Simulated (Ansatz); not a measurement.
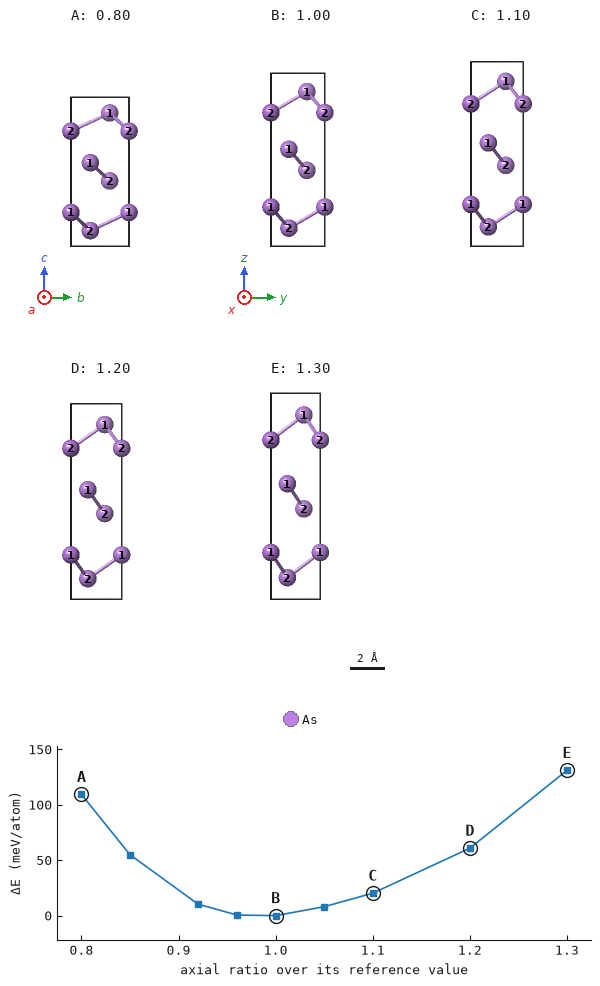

Solid As (R-3m): the ratio of the cell's length along z to its lengths across, counted as 1 for the reference, is changed at fixed volume (a c/a path), with the atoms kept at their fractional coordinates. x, y and z are the Cartesian axes of the input. The lettered frames are marked on the plot. A ball-and-stick model of the conventional cell (3 times the calculation's cell), repeated 1 × 1 × 1 with one cell outlined, seen along the a axis. Lengths and directions refer to the drawn axes.

The calculation used Ansatz, DFT PBEsol, scalar-relativistic, plane waves, PAW. Set-up: plane-wave cutoff 420 eV; k-point mesh 18 × 18 × 18; occupations gaussian; smearing width 0.15 eV; no spin polarisation. Energies (free energies at the smearing named) are counted from the cell as listed in its source, which wasn't relaxed.

### Read off the main features of the energy profile.

The lowest computed point lies at the relative ratio 1.00 (0.0 meV/atom). At the ends of the scan the energy is 109.4 meV/atom (0.80) and 131.1 meV/atom (1.30). The distortion keeps the space group R-3m. At the relative ratio 1.30 the cell of the drawing goes a 3.759 → 3.445 Å, b 3.759 → 3.445 Å, c 10.457 → 12.456 Å.

The computed points:

```
axial ratio over its reference value  ΔE (meV/atom)
                                0.80          109.4
                                0.85           55.0
                                0.92           10.4
                                0.96            0.5
                                1.00            0.0
                                1.05            8.1
                                1.10           20.2
                                1.20           60.9
                                1.30          131.1
```
